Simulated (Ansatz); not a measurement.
# F2HNSi···HBr: what the fields show

```yaml
atoms:
  - { symbol: Si, position_ang: [-1.1867, -0.1734, -0.1666] }
  - { symbol: Br, position_ang: [2.7508, 0.3664, 1.4683] }
  - { symbol: N, position_ang: [0.3171, 0.0663, -0.5997] }
  - { symbol: H, position_ang: [1.6137, 0.2254, 0.5020] }
  - { symbol: F, position_ang: [-2.5254, -0.3435, -0.9893] }
  - { symbol: F, position_ang: [-1.5876, -0.2888, 1.3491] }
  - { symbol: H, position_ang: [0.6180, 0.1478, -1.5638] }
```

Level of theory: Ansatz, UKS B3LYP-D4/def2-mTZVP.

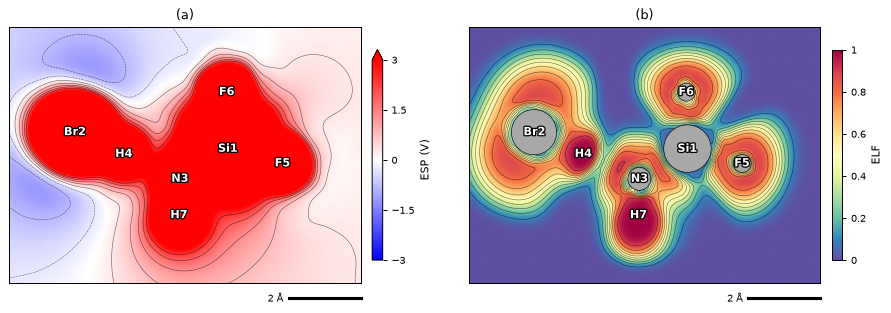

Figure 1. (a) molecular electrostatic potential; (b) electron localisation function on the molecular plane. Grey discs cover the atomic cores in the ELF map.

What do the fields say about this system?

Answer.
- Atoms in the plane: Si, Br, N, H and F.
- N3···H4 (1.71 Å): the ELF dips to about 0.30 between them.
- Si–F (1.57 Å): the ELF peaks at about 0.85 in the valence shell of F, 0.6 Å from its nucleus, and is about 0.55 at the midpoint.
- Si–N (1.58 Å): the ELF peaks at about 0.85 between the atoms (a polar covalent bond).
- N–H (1.01 Å): the ELF climbs to about 1 towards the hydrogen, as it does in any bond to H; an ordinary covalent bond to hydrogen.
- Br–H (1.50 Å): the ELF climbs to about 1 towards the hydrogen.
- The ELF also peaks beside F5, Br2 and F6, away from the bonds: lone-pair regions.
- Outside the dense part of the complex the potential is most negative (−1.2 V) near Br2.

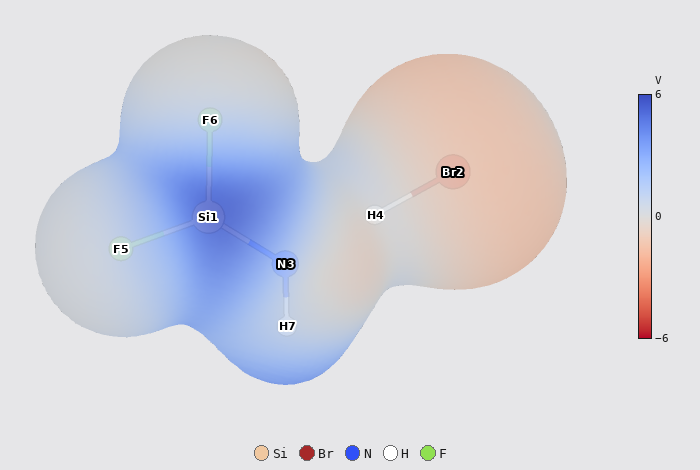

Figure 2. The molecular electrostatic potential painted on the density surface at 0.004 e/bohr³, seen at a tilt; the colour scale runs from red (negative) to blue (positive).

Describe the electrostatic potential map.

Answer. The most negative region (about −1.2 V) lies over Br2, the most positive (about +5.1 V) over Si1.

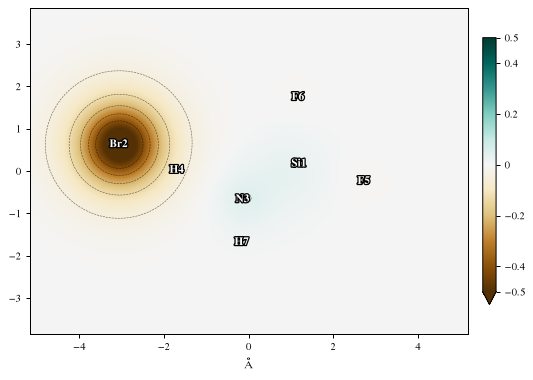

Figure 3. The HOMO on a plane 0.8 Å above the molecular plane (values in Å⁻³ᐟ²; the overall sign is arbitrary).

Where does this orbital lie, and at what energy?

Answer. Its weight (Hirshfeld) is mainly on Br2 (about 95 %); it changes sign across the molecular plane (π type). Its energy is −7.25 eV.

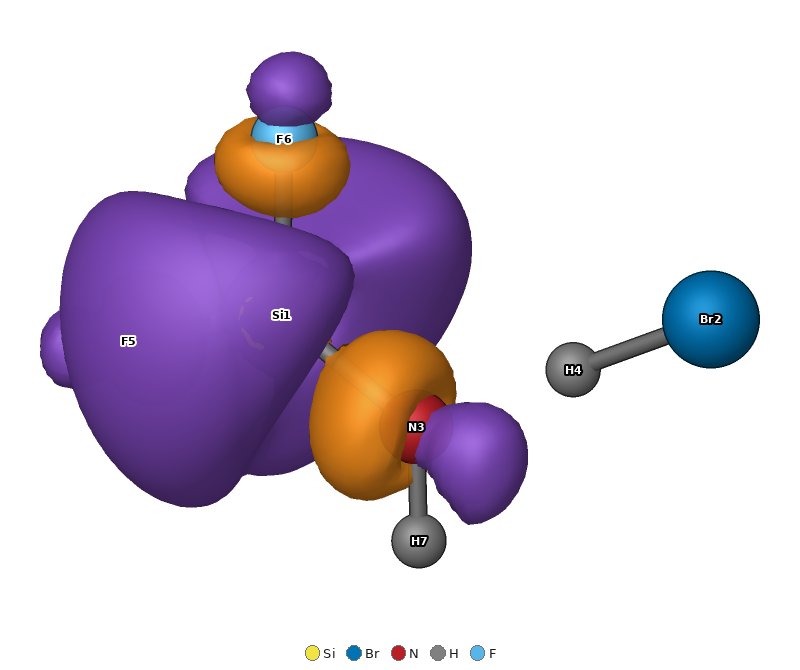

Figure 4. The LUMO at ±0.1 Å⁻³ᐟ² (orange and purple are the two phases), seen at a tilt.

What is the character of this orbital?

Answer. By Hirshfeld shares it lies mainly on Si1 (about 60 %), N3 (about 15 %), F5 (about 10 %) and F6 (about 10 %); it is symmetric in the molecular plane (an in-plane orbital: σ, lone-pair or in-plane π type). Its energy is −2.62 eV.
